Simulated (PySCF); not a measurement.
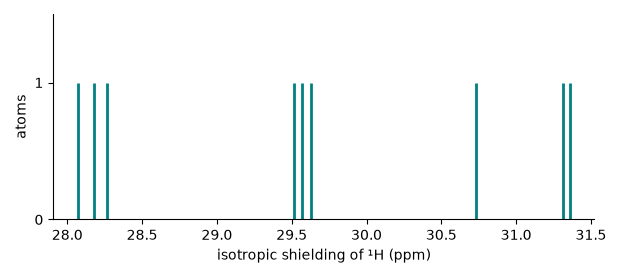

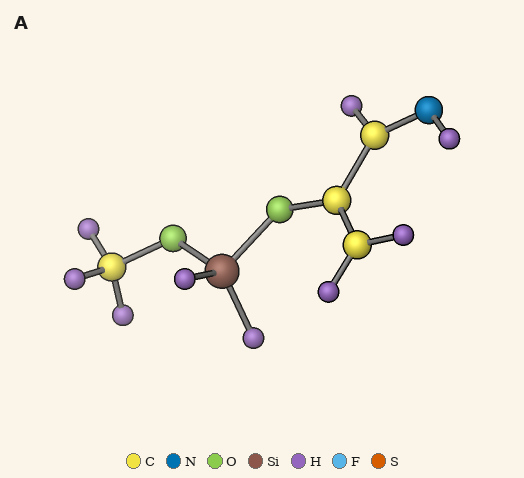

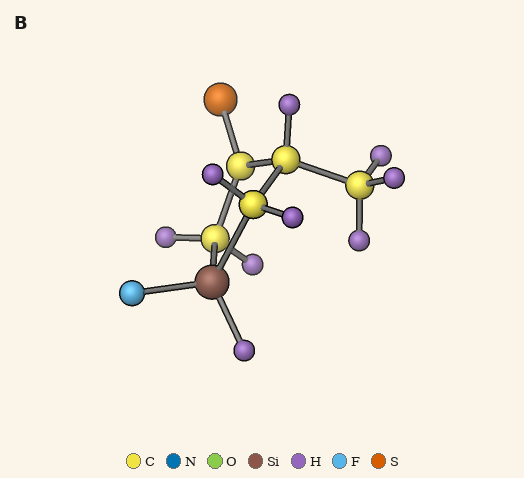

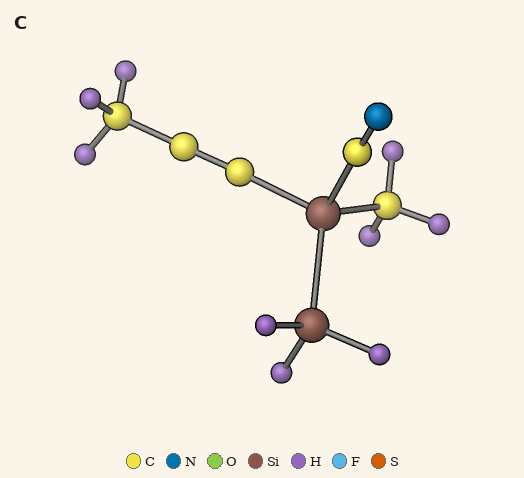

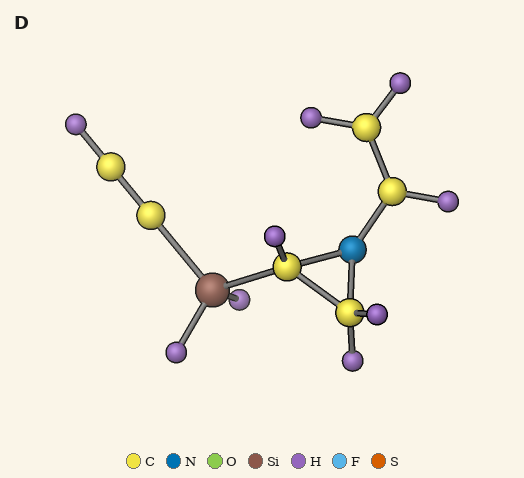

The sticks are computed shieldings of one of the molecules, for one fixed geometry (GFN2-xTB) without averaging over rotations. Low shielding means a high chemical shift. Method: GIAO PBE0/pcSseg-1 NMR shielding, non-relativistic, gas phase (PySCF 2.14.0).

Question: Match the spectrum to a structure.

Answer: C, `CC#C[Si@](C)([SiH3])C#N`. Its 9 H atoms give lines at 28.07, 28.18, 28.27, 29.52, 29.57, 29.63, 30.73, 31.32, 31.36 ppm.

The geometry is semi-empirical. Around Si such bond lengths and angles can be off by a tenth of an ångström or more and by several degrees, and values that hang on the shape move with them.
